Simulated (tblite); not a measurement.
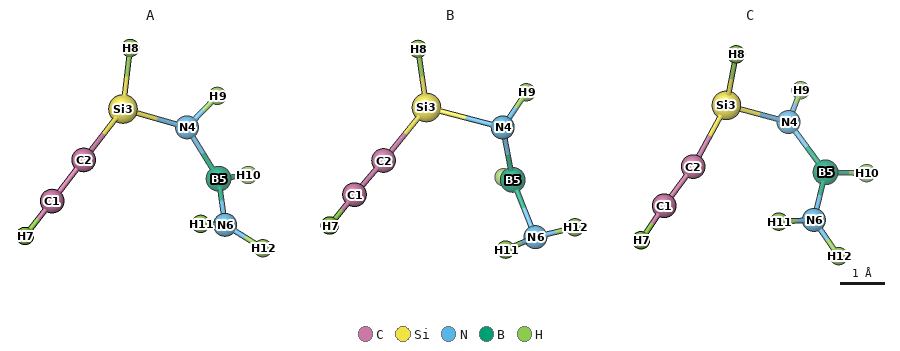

3 geometries from one relaxation of C₂H₆BN₂Si (multiplicity 2), in shuffled order. Style: ball-and-stick. Shown at a tilt.

Theory: GFN2-xTB geometry optimisation, gas phase (tblite 0.8.0). 

> Put them in the order of the run, from the start to the converged end.

B, A, C. They are steps 0, 26, 103, at +170.1 kJ/mol, +57.2 kJ/mol relative to the last. H10 moves most after the best rigid fit: 1.54 Å. Largest moves by element: H 1.54 Å, N 0.87 Å, B 0.35 Å, C 0.34 Å, Si 0.22 Å. Near-neighbour distances that change, for instance: B5–N6 1.525 → 1.391 Å, N4–B5 1.508 → 1.425 Å, Si3–N4 1.802 → 1.729 Å, N4–H9 1.054 → 1.008 Å. Among the angles between lasting bonds that change: Si3–N4–B5 108.4° → 131.7°, B5–N6–H12 106.6° → 123.5°, B5–N6–H11 106.7° → 122.8°. After 103 geometry steps the energy has fallen by 170.1 kJ/mol. Cost: 0.39 s on 1 thread of AMD EPYC 9R45 96-Core Processor, on a shared host.
